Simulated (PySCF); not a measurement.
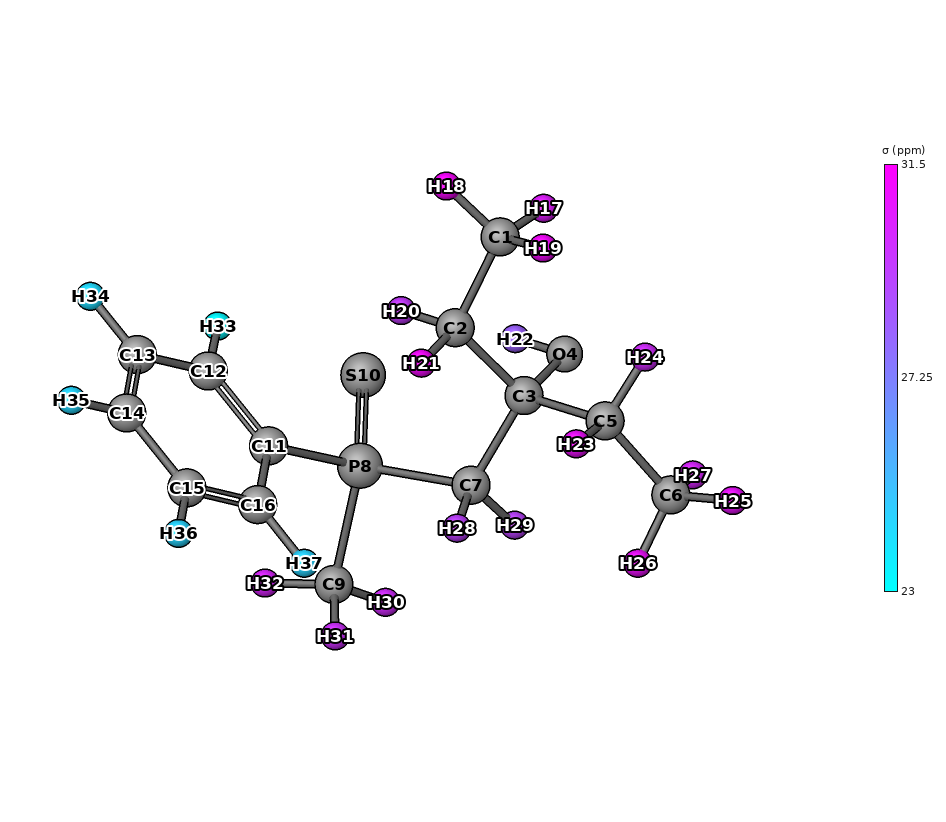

Atoms are coloured by their isotropic NMR shieldings (H only, the others grey). Computed geometry: GFN2-xTB optimisation. No frequency run is at hand to confirm it as a minimum. Level of theory: GIAO KT3/pcSseg-1 NMR shielding, non-relativistic, gas phase (PySCF 2.14.0).

Give the isotropic NMR shieldings of the H atoms atom by atom.

```csv
atom,σ (ppm)
H17,30.45
H18,31.29
H19,31.20
H20,29.54
H21,31.18
H22,28.22
H23,30.97
H24,30.00
H25,30.86
H26,30.96
H27,30.22
H28,29.32
H29,29.25
H30,29.98
H31,29.88
H32,30.26
H33,23.20
H34,24.17
H35,24.32
H36,24.41
H37,24.43
```

The geometry is semi-empirical. Around P such bond lengths and angles can be off by a tenth of an ångström or more and by several degrees, and values that hang on the shape move with them.
